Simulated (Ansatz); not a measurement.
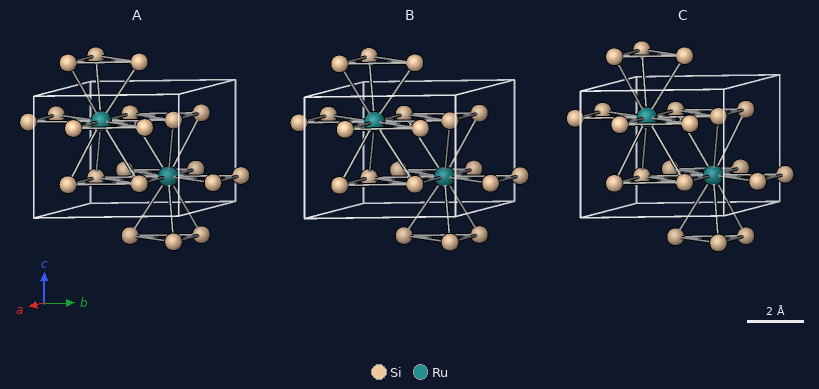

3 geometries from one relaxation of solid Si3Ru (built on the Ni3Sn (D0_19)_194 type) (coarse preliminary run), in shuffled order. A ball-and-stick model of the cell of the calculation, seen from a free direction.

Case: Ni3Sn (D0_19) type (P6_3/mmc, No. 194).

Method: DFT PBE, scalar-relativistic, plane waves, PAW in Ansatz. (plane-wave cutoff 420 eV; k-point mesh 6 × 6 × 4; occupations gaussian; smearing width 0.1 eV; no spin polarisation; cell and atoms relaxed; force threshold 0.04 eV/Å; at most 70 steps)

### Put them in the order of the run, from the start to the converged end.

B, A, C. They are steps 0, 1, 5, at +0.441 eV per cell of the calculation, +70.6 meV per cell of the calculation relative to the last. The largest moves relative to the cell, 0.026 Å, are those of Si atoms. Ru stays in place. The volume changes by −6.2 %, with a = b 5.520 → 5.237 Å (−5.1 %), c 4.431 → 4.619 Å (+4.3 %). Among the contacts that change: Si–Si 2.755 → 2.568 Å, Ru–Si 2.760 → 2.619 Å, Ru–Si 2.727 → 2.745 Å. Bond angles that change, for instance: Ru–Si–Ru 108.7° → 114.6°, Si–Si–Ru 59.7° → 62.1°. The space group stays P6_3/mmc (No. 194). The energy falls by 0.441 eV per cell of the calculation in 4 accepted moves (5 points after the start). Largest force component: 0.33 eV/Å at the start, 0.0051 eV/Å at the end. The pressure goes from −7.88 to −0.08 GPa. At 1 point the geometry stayed and the basis and grid were re-selected for the new cell (energy shift of 1.2 meV per cell of the calculation at most each time).
